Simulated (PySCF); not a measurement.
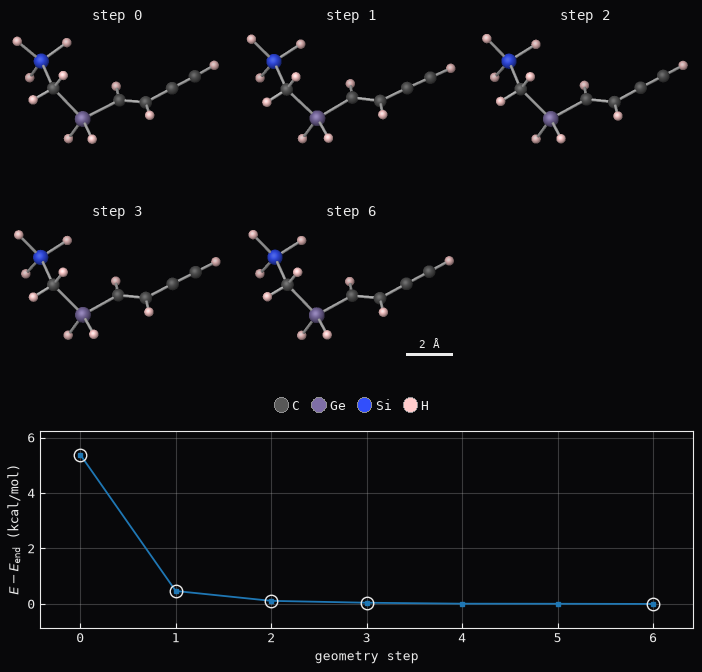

Frames of a relaxation of C$_{5}$H$_{10}$GeSi, marked on the history of the run. Style: ball-and-stick. Shown at a tilt.

The start comes from GFN2-xTB. Its atoms were then displaced at random by about 0.01 Å.

The calculation used PBE0-D3(BJ)/def2-SVP geometry optimisation, gas phase (PySCF 2.14.0, density-fitted response routines). 

**What happens along the run?**

The energy falls by 5.38 kcal/mol in 6 geometry steps. The largest move after the best rigid fit is that of an H atom, 0.17 Å. Largest moves by element: H 0.17 Å, C 0.06 Å, Si 0.02 Å, Ge 0.01 Å. Some distances before and after: C–C 1.289 → 1.347 Å, Ge–H 1.490 → 1.543 Å, H–Si 1.451 → 1.496 Å, C–Ge 1.977 → 1.939 Å. Bond angles that change, for instance: Ge–C–H 116.0° → 119.1°, C–C–H 120.9° → 117.9°, C–C–H 123.0° → 120.0°. Cost: 3.2 min on 1 thread of Arm Neoverse N1, with other jobs on the host. From step 0 to 1: an H atom moves most (0.18 Å), energy −4.92 kcal/mol. From step 1 to 2: an H atom moves most (0.15 Å), energy −0.36 kcal/mol. From step 2 to 3: an H atom moves most (0.09 Å), energy −0.07 kcal/mol. From step 3 to 6: an H atom moves most (0.05 Å), energy −0.04 kcal/mol.
